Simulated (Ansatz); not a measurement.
## Electronic structure of BH$_{3}$···H$_{5}$NSi in real space

```csv
atom,x (Å),y (Å),z (Å)
B,0.0716,0.3180,-0.0637
H,-0.7049,0.6156,0.8040
H,1.2552,0.4976,0.1010
H,-0.3577,-0.0681,-1.1277
N,-0.2989,-2.0508,1.2486
H,-0.5381,-2.5175,0.3765
Si,1.1909,-2.3701,2.1131
H,1.4141,-3.8529,2.0530
H,2.4370,-1.6987,1.5991
H,0.9818,-1.9262,3.5311
H,-0.8256,-1.1620,1.3721
```

Not at a stationary point (largest force 1.0 eV/Å).

Level of theory: Ansatz, RKS PBE-D4/6-31G*.

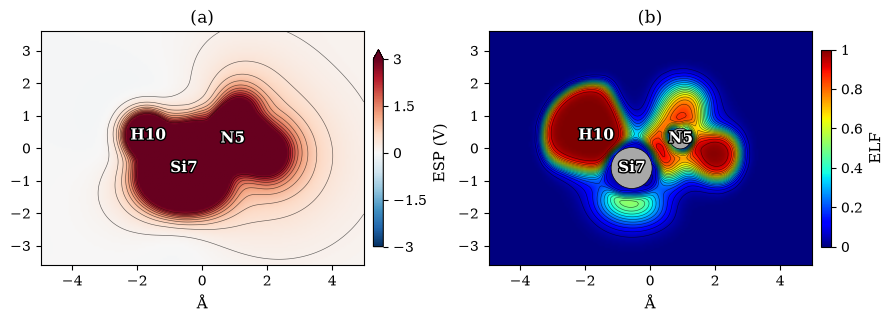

Figure 1. (a) electrostatic potential; (b) ELF on the plane of atoms N5, Si7 and H10. Grey discs cover the atomic cores in the ELF map.

> What does the map show?

- The section cuts through N, Si and H sites.
- Si–N (1.75 Å): the ELF peaks at about 0.90 between the atoms: a polar covalent bond.
- Si–H (1.50 Å): the ELF climbs to about 1 towards the hydrogen, as it does in any bond to H.
- The potential has no marked negative region in this plane.

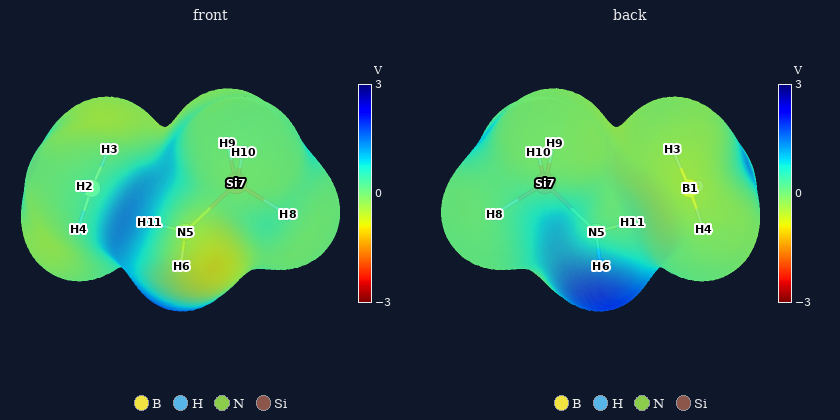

Figure 2. The electrostatic potential painted on the density surface at 0.002 e/bohr³, seen from the front and from behind; the colour scale runs from red (negative) to blue (positive).

> Where is the surface potential most negative and most positive?

The most negative region (about −0.8 V) lies over N5, the most positive (about +2.0 V) over H6.

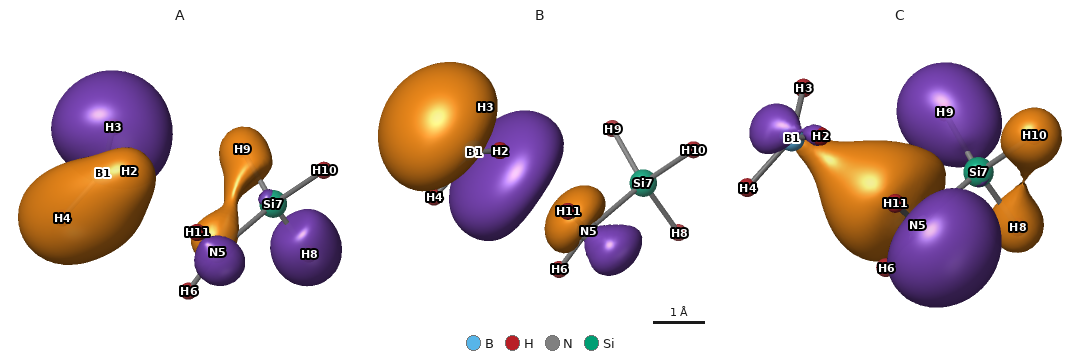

Figure 3. Three frontier orbitals at ±0.1 Å⁻³ᐟ² (orange and purple are the two phases), in no order.

> Which picture is the HOMO−1, the HOMO and the LUMO?

A is the HOMO−1 (−7.97 eV). Its weight (Hirshfeld) is mainly on B1 (about 35 %), H3 (about 30 %) and H4 (about 10 %). C is the HOMO (−6.16 eV). By Hirshfeld shares it lies mainly on N5 (about 60 %), Si7 (about 15 %) and H9 (about 10 %). B is the LUMO (−2.16 eV). By Hirshfeld shares it lies mainly on B1 (about 65 %), N5 (about 10 %), H3 (about 5 %) and H4 (about 5 %).

> What is the HOMO–LUMO gap?

4.00 eV between the orbital energies.
